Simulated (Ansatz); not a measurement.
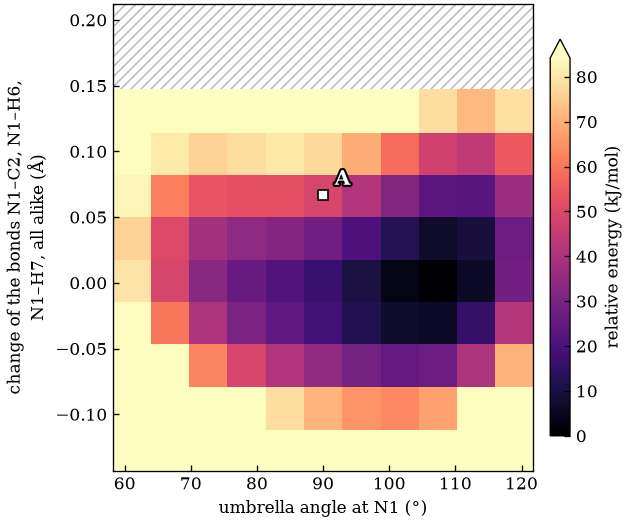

CH5AlFNO, SMILES N[CH](F)[AlH][OH]. The first coordinate is: umbrella angle at N1 (between each of its bonds and their common axis; 90 is planar); the second: change of the bonds N1–C2, N1–H6, N1–H7, all alike. Nothing is relaxed (all other coordinates rigid). The scan uses an 11 × 11 grid. At 22 points there is no value. Points are written as (first, second). All energies are given in kJ/mol relative to the lowest grid point. The calculation used RKS B3LYP-D4/def2-SVP (Ansatz 0.2.0).

The picture shows one coloured cell a grid point, one colour for all values above the top of the scale, hatched blanks where no value was computed, the point A.

Is A at rest? If not, where is it pushed?

Answer. A, at (90.0°, 0.067 Å), is not a stationary point. The computed force is 0.94 kJ/mol for each degree towards larger values of the first coordinate and 790 kJ/mol for each Å towards smaller values of the second coordinate.
